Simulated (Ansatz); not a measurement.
# BeH2 (model cell, started as fluorite): a soft mode frozen in, part 3 of 3

Wanted: the energy along a soft mode of BeH2 (model cell, started as fluorite) and the structure at the end.

Ansatz 0.2.0; DFT PBEsol, scalar-relativistic, plane waves, PAW.

So far. Step 4 (The mode frozen in, largest atomic shift 0.45 Å): The run ends at a pressure of 8.97 GPa, with forces up to 0.16 eV/Å. Step 5 (Energy along the mode, all amplitudes (two of the runs …): The lowest of the steps tried is at 0.45 Å, 115 meV/atom below the parent; the bottom of the well need not coincide with a step. The relaxed cell has a = 2.387, c = 8.237 Å (conventional setting).

The structure was built from a prototype and need not be the compound's stable phase.

**7. Modes of the new phase, k-mesh 12×12×8, occupations fixed**

A relaxed structure may still be a saddle point, so its zone-centre modes are computed. The response to a homogeneous field gives the Born charges and the dielectric tensor, and its change with displacement the Raman tensors.

The input, input.yaml:

```yaml
crystal:
  lattice:
    - [0.0, -1.6880676764, -1.6880676764]
    - [0.0, 1.6880676764, -1.6880676764]
    - [8.2365900467, 0.0, 0.0]
  atoms:
    - { symbol: Be, position: [0.0, 0.0, 0.0] }
    - { symbol: Be, position: [0.5, 0.5, 0.5] }
    - { symbol: H, position: [0.0, 0.5, 0.6038794364] }
    - { symbol: H, position: [0.5, 0.0, 0.3961205636] }
    - { symbol: H, position: [1.0, 0.5, 0.1038794364] }
    - { symbol: H, position: [0.5, 0.0, 0.8961205636] }
kpoints:
  mp_grid: { grid: [12, 12, 8] }
hamiltonian:
  xc: pbesol
scf:
  occupations: { method: fixed }
output:
  eigenvalues: true
phonons:
  method: dfpt
  dielectric: true
  rigid_motions: translations
  raman: true
```

Run with:

```sh
$ ansatz run input.yaml --threads 4 --pin off --max-ram 7168MiB --backend cpu --events-out ev --progress --plain --runs-dir out
```

Numbers of over 12 decimals in the logs are rounded to 6 here.

The program printed:

```text
[...]
Crystal: 6 atoms, lattice volume = 46.942 Å³
Basis set: ecut = 420 eV, 887 PW (Γ), exchange–correlation on 32×32×120 points (8 copies of the dense FFT grid, shifted against one another)
Bands: 10, of which v1, the nominal top of the filled ones, is band 4 counted from 1 (3 counted from 0)
Symmetry: 16 space group operations
k-points: 580 of 1152 (irreducible under 1 space group operation, time reversal used)
[...]
SCF iter   1: F=—  HF=-242.998870 eV  |F-HF|=—  |Δ(HF+E_count)|=         —  Δρ=6.70e-3  dr2=1.51e-2  ethr=1.77e-3  ⟨swp⟩=5.1  Hψ=36981  notcnv=0  defer=2303
[...]
SCF iter   7: F=-242.996903 eV  HF=-242.996903 eV  |F-HF|=1.36e-12  |Δ(HF+E_count)|=  2.05e-10  Δρ=4.04e-8  dr2=4.78e-13  ethr=1.25e-12  ⟨swp⟩=9.7  Hψ=31637  notcnv=0
SCF 1 converged in 7 iterations: F = -242.996903 eV  dr2 = 4.78e-13
[...]
DFPT response loops at Γ: preconditioner auto → Resta (q_TF=auto, 2.031 Å⁻¹)  ε∞=4.0 (no band partly filled); β = 1.00, the filter's whole step (`scf.mixing.beta` (0.50) is not read by the response loops at its default; to damp them type it under 1.00, their step now; it binds the ground state too); Broyden in place of MSR1
── the response to a field inside a basis, on 14×14×8 k-points: an SCF that follows is theirs, and a resumed run solves both again ──
Bands: 5, of which v1, the nominal top of the filled ones, is band 4 counted from 1 (3 counted from 0)
k-points: 112 of 1568
[...]
Eigensolver: Dense (112 Hₖ)
SCF iter   1: F=—  HF=-242.997798 eV  |F-HF|=—  |Δ(HF+E_count)|=         —  Δρ=2.75e-4  dr2=5.95e-6  ethr=1.00e-1
[...]
SCF iter   5: F=-242.997805 eV  HF=-242.997805 eV  |F-HF|=2.22e-12  |Δ(HF+E_count)|=  8.66e-11  Δρ=9.51e-8  dr2=1.98e-12  ethr=3.12e-12
SCF 1 converged in 5 iterations: F = -242.997805 eV  dr2 = 1.98e-12
[...]
SCF converged after 7 iterations
Free energy (F): -242.996903 eV
[...]
Internal energy: -242.996903 eV  (E = F + TS)
E sigma→0 (E₀):  -242.996903 eV
Fermi energy:    -1.041834 eV
[...]
--- Band table (eV; the first three rows and the last of 580) ---
[...]
--- Phonons (Γ-DFPT): 4 representative perturbations + reference, on 580 of 1152 k-points (Σ response iterations 14) ---
  k mesh reduced under 1 symmetry operation, with k and −k counted as one. Each operation leaves every solved perturbation unchanged. A smaller set is not considered because the run solves the response to a homogeneous field
  ASR residual: 1.978e-4 → 0.000e0 eV/Å²; symmetrization residual: 1.075e-7 eV/Å²
  ASR residual per site (eV/Å²): 1.98e-4 1.98e-4 1.77e-5 1.77e-5 1.77e-5 1.77e-5
  Γ frequencies (cm⁻¹): 0.00 0.00 0.00 54.06 54.06 79.88 681.80 681.80 687.84 687.84 1345.13 1346.98 1438.13 1488.68 1615.58 1615.58 1617.94 1617.94
  ε∞ (high-frequency dielectric tensor):
        2.710751    -0.000000    -0.000000
       -0.000000     4.012645     0.000000
       -0.000000     0.000000     4.012645
  ε⁰ (static dielectric tensor: ions relaxed, cell fixed):
        2.894528    -0.000000    -0.000000
       -0.000000     7.242179     0.000000
       -0.000000     0.000000     7.242179
  ε⁰ − ε∞ (ionic part):
        0.183777    -0.000000    -0.000000
       -0.000000     3.229534     0.000000
       -0.000000     0.000000     3.229534
  softest optical mode at Γ: 54.06 cm⁻¹; the repairs (sum rule, projections) moved no ω² at Γ by more than (2.55 cm⁻¹)²
  Born effective charges Z* (e; rows j = field, columns β = displacement):
    site 0:
         0.54652    0.00000   -0.00000
         0.00000    1.56740   -0.00000
        -0.00000    0.00000    1.56740
    site 1:
         0.54652    0.00000   -0.00000
         0.00000    1.56740    0.00000
        -0.00000   -0.00000    1.56740
    site 2:
        -0.27326    0.00000    0.00000
         0.00000   -0.78370   -0.23482
         0.00000   -0.23482   -0.78370
    site 3:
        -0.27326   -0.00000    0.00000
        -0.00000   -0.78370    0.23482
         0.00000    0.23482   -0.78370
    site 4:
        -0.27326   -0.00000    0.00000
        -0.00000   -0.78370    0.23482
         0.00000    0.23482   -0.78370
    site 5:
        -0.27326    0.00000    0.00000
         0.00000   -0.78370   -0.23482
         0.00000   -0.23482   -0.78370
  Z* charge neutrality: 1.340e-3 e pre-enforcement
  solved inside a basis spanned on kpoints, on 14×14×8 k-points: ε∞ is read to err by 1.1e-2, Z* by 5.5e-3 e (field_mesh: kpoints solves on kpoints); Z* is corrected for what the basis lacks
  Raman tensors (in the event stream and the table raman_tensors.tsv): an entry may err by 3.3e-2 Å², one of the second-order susceptibility by 1.2e-19 pm/V (basis, points and sum rule); their sum over the sites missed zero by 6.661e-16 Å² ahead of its enforcement
  optical modes at Γ without the LO–TO term, one row a degenerate level:
      ω (cm⁻¹)  modes    IR ((D/Å)²/amu)  static Raman (Å⁴/amu)  depolarisation
         54.06      2             0.0000                 0.2217           0.750
         79.88      1             0.0000                 0.0037           0.750
        681.80      2            48.3939                 0.0000               —
        687.84      2             0.0000                38.4003           0.750
       1345.13      1             0.0000                 0.0000               —
       1346.98      1             0.0000              1100.0112           0.000
       1438.13      1             8.3654                 0.0000               —
       1488.68      1             0.0000               110.4865           0.750
       1615.58      2            99.3173                 0.0000               —
       1617.94      2             0.0000               126.1381           0.750
  optical modes at Γ + LO–TO along q̂ = [1.0000, 0.0000, 0.0000]:
      ω (cm⁻¹)  modes    IR ((D/Å)²/amu)  static Raman (Å⁴/amu)  depolarisation
         54.06      2             0.0000                 0.2217           0.750
         79.88      1             0.0000                 0.0037           0.750
        681.80      2            48.3939                 0.0000               —
        687.84      2             0.0000                38.4003           0.750
       1345.13      1             0.0000                 0.0000               —
       1346.98      1             0.0000              1100.0112           0.000
       1486.08      1             8.3654                 0.0000               —
       1488.68      1             0.0000               110.4865           0.750
       1615.58      2            99.3173                 0.0000               —
       1617.94      2             0.0000               126.1381           0.750
  optical modes at Γ + LO–TO along q̂ = [0.0000, 1.0000, 0.0000]:
      ω (cm⁻¹)  modes    IR ((D/Å)²/amu)  static Raman (Å⁴/amu)  depolarisation
         54.06      2             0.0000                 0.2217           0.750
         79.88      1             0.0000                 0.0037           0.750
        681.80      1            24.1970                 0.0000               —
        687.84      2             0.0000                38.4003           0.750
        822.86      1            14.1698                 0.0000               —
       1345.13      1             0.0000                 0.0000               —
       1346.98      1             0.0000              1100.0112           0.000
       1438.13      1             8.3654                 0.0000               —
       1488.68      1             0.0000               110.4865           0.750
       1615.58      1            49.6586                 0.0000               —
       1617.94      2             0.0000               126.1381           0.750
       1798.37      1            59.6858                 0.0000               —
  optical modes at Γ + LO–TO along q̂ = [0.0000, 0.0000, 1.0000]:
      ω (cm⁻¹)  modes    IR ((D/Å)²/amu)  static Raman (Å⁴/amu)  depolarisation
         54.06      2             0.0000                 0.2217           0.750
         79.88      1             0.0000                 0.0037           0.750
        681.80      1            24.1970                 0.0000               —
        687.84      2             0.0000                38.4003           0.750
        822.86      1            14.1698                 0.0000               —
       1345.13      1             0.0000                 0.0000               —
       1346.98      1             0.0000              1100.0112           0.000
       1438.13      1             8.3654                 0.0000               —
       1488.68      1             0.0000               110.4865           0.750
       1615.58      1            49.6586                 0.0000               —
       1617.94      2             0.0000               126.1381           0.750
       1798.37      1            59.6858                 0.0000               —
```

It took 56 s on 4 threads of Arm Neoverse V2, shared host; peak memory 1.1 GiB; 3.6 min of CPU time.

This step gave:

- sum-rule residual before enforcement: 1.98e-4 eV/Å²
- miss of the charge sum rule: 0.001340 e
- estimated error of the dielectric tensor: 0.01091
- estimated error of the Born charges: 0.005508 e
- point group: 4/mmm
- highest optical mode at the zone centre (no LO-TO term): 1618 cm⁻¹
- lowest optical zone-centre mode: 54.06 cm⁻¹
- mean high-frequency dielectric constant: 3.579
- largest Born charge (third of the trace): 1.227 e
- mean static dielectric constant: 5.793
- top of the zone-centre spectrum with the field: 1798 cm⁻¹

Patterns of degenerate modes are one choice out of their space. Modes at Γ, with each element's share of the kinetic energy:

```tsv
mode	frequency (cm⁻¹)	symmetry	Be %	H %
1	0.0	acoustic	82	18
2	0.0	acoustic	82	18
3	0.0	acoustic	82	18
4	54.1	Eg	82	18
5	54.1	Eg	82	18
6	79.9	B1g	82	18
7	681.8	Eu	11	89
8	681.8	Eu	11	89
9	687.8	Eg	10	90
10	687.8	Eg	10	90
11	1345.1	B2u	0	100
12	1347.0	A1g	0	100
13	1438.1	A2u	18	82
14	1488.7	B1g	18	82
15	1615.6	Eu	8	92
16	1615.6	Eu	8	92
17	1617.9	Eg	7	93
18	1617.9	Eg	7	93
```

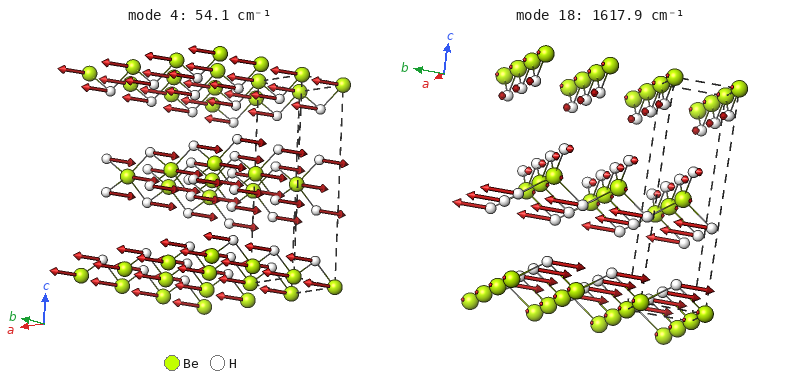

Displacement patterns of modes 4 and 18 at Γ; arrows are exaggerated. 3×3×1 cells are drawn. Some periodic images of atoms are drawn too.

Optical modes at the zone centre, without and with the macroscopic field of the longitudinal modes; each column is sorted by frequency, so a row need not hold one and the same mode. Modes with and without the field, by row:

```tsv
rank among optical modes	no field (cm⁻¹)	q along (1, 0, 0) (cm⁻¹)	q along (0, 1, 0) (cm⁻¹)
1	54.1	54.1	54.1
2	54.1	54.1	54.1
3	79.9	79.9	79.9
4	681.8	681.8	681.8
5	681.8	681.8	687.8
6	687.8	687.8	687.8
7	687.8	687.8	822.9
8	1345	1345	1345
9	1347	1347	1347
10	1438	1486	1438
11	1489	1489	1489
12	1616	1616	1616
13	1616	1616	1618
14	1618	1618	1618
15	1618	1618	1798
```

Born charge (rows field, columns displacement) (e), principal values of the symmetric part by kind of site:

```tsv
atom	atoms with these values	low	middle	high	mean
Be1	2	0.55	1.57	1.57	1.23
H3	4	-1.02	-0.55	-0.27	-0.61
```

In full for H3:

```
-0.27  0.00  0.00
 0.00 -0.78 -0.23
 0.00 -0.23 -0.78
```

High-frequency dielectric tensor:

```
2.71 0.00 0.00
0.00 4.01 0.00
0.00 0.00 4.01
```

Static dielectric tensor (ions relaxed, fixed cell):

```
2.89 0.00 0.00
0.00 7.24 0.00
0.00 0.00 7.24
```

Transverse modes. Infrared lines, with heights relative to the strongest:

```tsv
position (cm⁻¹)	label	relative intensity
54	Eg	0.0
80	B1g	0.0
682	Eu	49
688	Eg	0.0
1345	B2u	0.0
1347	A1g	0.0
1438	A2u	8.4
1489	B1g	0.0
1616	Eu	100
1618	Eg	0.0
```

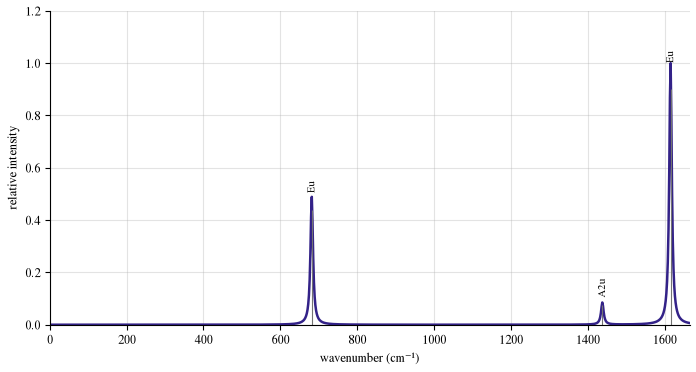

The infrared spectrum, broadened with Lorentzians of width 8 cm⁻¹; bars mark the lines.

Activity x (w_L - w)^4 (n + 1)/w, 532 nm, 300 K; modes without the macroscopic field alone. Raman lines, with heights relative to the strongest:

```tsv
position (cm⁻¹)	label	relative intensity
54	Eg	2.9
80	B1g	0.0
682	Eu	0.0
688	Eg	8.2
1345	B2u	0.0
1347	A1g	100
1438	A2u	0.0
1489	B1g	8.8
1616	Eu	0.0
1618	Eg	9.0
```

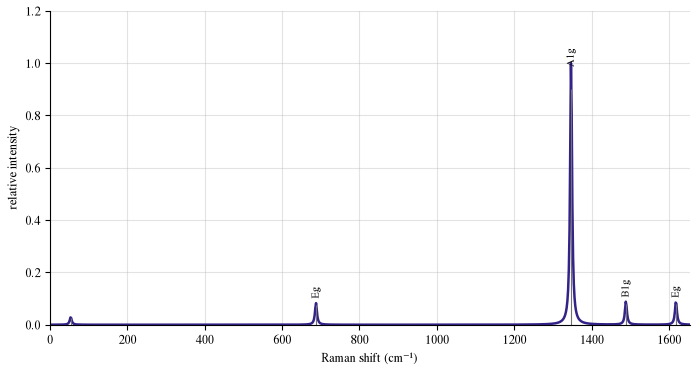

The Raman spectrum, broadened with Lorentzians of width 6 cm⁻¹; bars mark the lines.

Before it was imposed, the acoustic sum rule was missed by 2.0e-4 eV/Å² and the charge sum rule by 0.0013 e. Small misses are needed for a sound result but don't prove that mesh and cutoff are converged. The lowest optical mode is real, 54.1 cm⁻¹.

**8. Results**

```json
{"unstable mode of the parent": "q = (0, -0.5, -0.5), 1502i cm⁻¹", "depth at the lowest point sampled": "115 meV/atom", "largest atomic shift at that point": "0.45 Å", "space group reached (within 0.01 Å)": "P4_2/nmc", "energy gained over the parent (first relaxation, on the mesh of the frozen mode)": "347 meV/atom", "volume per atom, phase reached": "7.82 Å³", "gap on the k-mesh, phase reached": "3.66 eV", "lowest optical zone-centre mode, phase reached": "54.1 cm⁻¹", "highest optical mode at the zone centre (no LO-TO term), phase reached": "1618 cm⁻¹"}
```

Along this mode the structure falls into P4_2/nmc, 347 meV/atom below the parent. At the parent's cell the well is 115.1 meV/atom deep on the steps tried, with its lowest point at a shift of 0.45 Å. Relaxing atoms and cell changes the gain by +232.41 meV/atom against the lowest step (energies at zero smearing). Most of the total comes from this relaxation. The new phase has no imaginary mode at the zone centre of its cell; other wavevectors were not checked. Of the 2 patterns followed to their end from this parent, this one reaches the lowest energy. Each path keeps the symmetry of its pattern, so a lower phase may lie along a pattern not tried. With no gap, or one that is small against the smearing, the frequencies hang on the k mesh and the smearing, most of all near Kohn anomalies. The volume moved by more than a tenth on the k mesh of the start, so the energy gain is rough. The starting cell was built on a prototype and not taken from a measurement, so the phase need not exist.

[Logs are printed without paths, hosts, clocks, repeated set-up lines and the standing remarks that a program may print on its own settings, such as how far it seeks lower states.]

[Hosts, paths, dates, database ids (printed as entryN), source tags and the programs' standing remarks are cut or masked in the printed files.]
